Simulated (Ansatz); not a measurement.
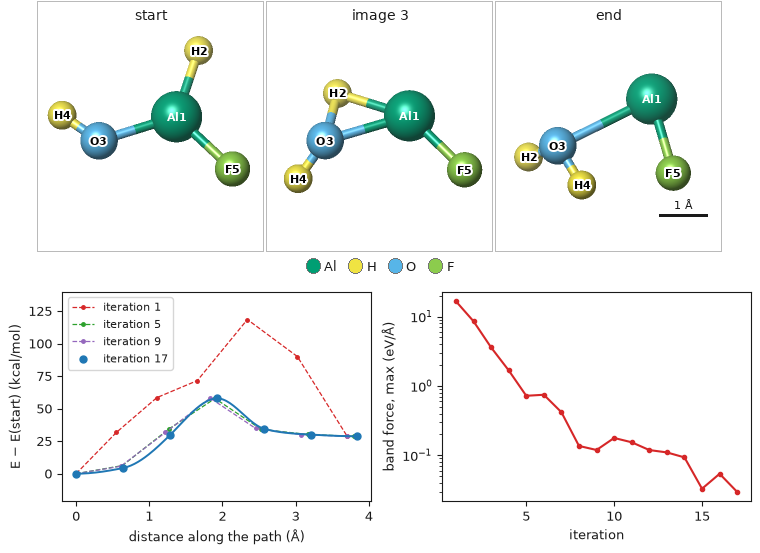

A search for the minimum-energy path of AlH$_{2}$OF by the nudged elastic band. Images are numbered from 0 (start) to 6 (end). The plot follows the band through its iterations. A ball-and-stick model, seen at a tilt.

Theory: Ansatz 0.2.0, RKS PBE-D4/def2-SVP. Run with 5 movable images; climbing image; force threshold 0.03 eV/Å; iteration limit 60; starting path through a guess of the saddle point.

> Did the band converge, and can the barrier be trusted?

The result is final at these settings. The band converged in 17 iterations. The largest component of the band force went from 17 to 0.03 eV/Å. The climbing image converged on the top of the path. Its vibrational analysis gives one imaginary mode (1258i cm⁻¹), as a transition state must have. The first iteration put the highest image at 118.5 kcal/mol. Forward barrier 57.9 kcal/mol, backward barrier 29.1 kcal/mol, with image 3 at the top; the reaction energy is +28.8 kcal/mol.

The run took 91 s on 1 thread of Arm Neoverse V1, with other jobs on the host, peak memory 0.088 GiB.
